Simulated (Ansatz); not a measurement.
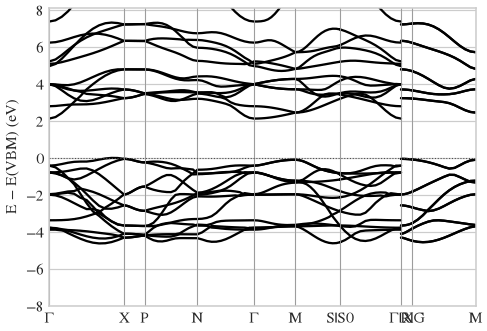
*Band structure from PBE (plane waves, PAW; program Ansatz)*

Question: Read off the gap and where the band edges lie.

Answer: About 2.1 eV (2.12 eV by a search for the band edges); maximum on the Γ–X line, 86 % of the way from Γ, minimum at Γ.

The material is TiO$_{2}$ (anatase, space group No. 141).

Space group I4_1/amd (anatase). The PBE relaxation kept the symmetry of its start. No spin polarisation was allowed.

Potentials: the later of the program's two PAW sets.
